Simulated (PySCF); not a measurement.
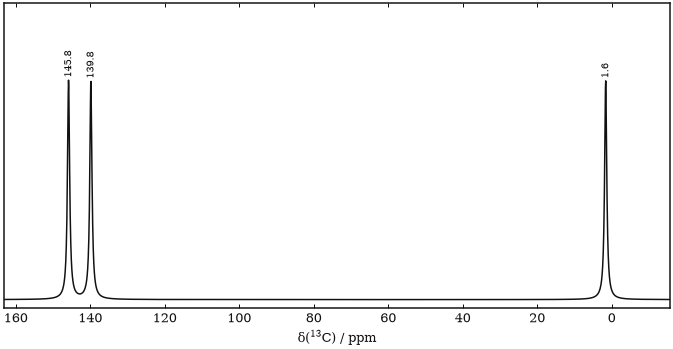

GIAO shifts, PBE0/pcSseg-1, PySCF, at a GFN2-xTB geometry (no frequency check), against TMS for ¹³C computed at the same level. Gas phase, fully decoupled, line heights follow the number of nuclei, widths are arbitrary (no quadrupolar broadening); values of one conformer, averaged over methyl-type rotors and exact or near symmetry; other conformers aren't averaged in.

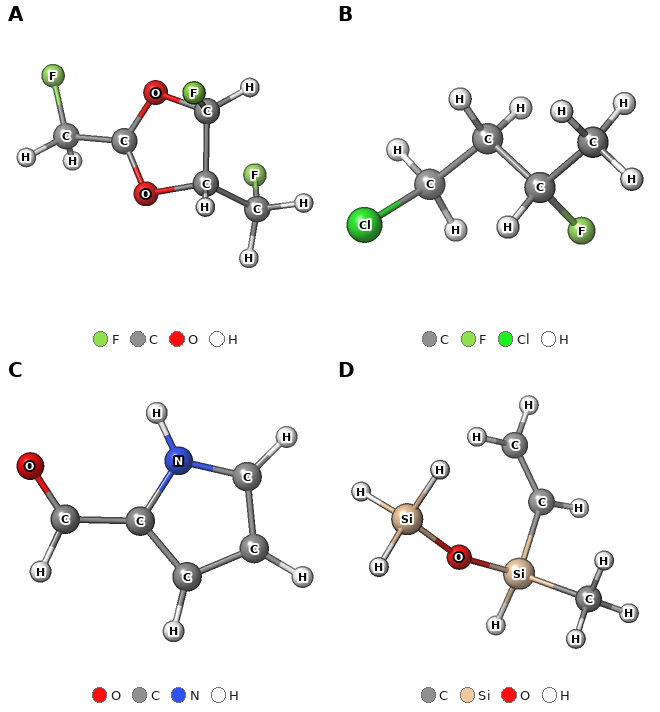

Question: Which structure fits the spectrum? Choose among the lettered structures. Charge and spin: A +1 singlet; B neutral singlet; C neutral singlet; D neutral singlet.

Answer: Structure D, C₃H₁₀OSi₂, SMILES C=C[Si@@H](C)O[SiH3]. Its ¹³C signals: 145.8 (1 C), 139.8 (1 C), 1.6 (1 C) ppm.

Caveats: the tight-binding geometry is rougher than a DFT one and adds to the error.
